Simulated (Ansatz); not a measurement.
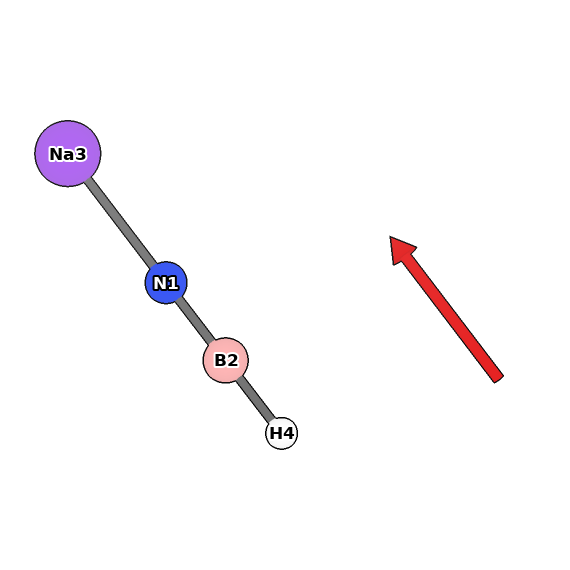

The arrow beside the molecule shows the direction of the dipole moment, from the negative to the positive end (its length means nothing). The geometry was computed by an optimisation with PBE0-D4/def2-TZVP. No frequency run is at hand to confirm it as a minimum. Properties computed with RKS PBE0-D4/def2-TZVP (Ansatz 0.2.0).

How large is the dipole moment?

7.59 D; it points from the side of H4 to the side of Na3 (the outermost atoms at the two ends).
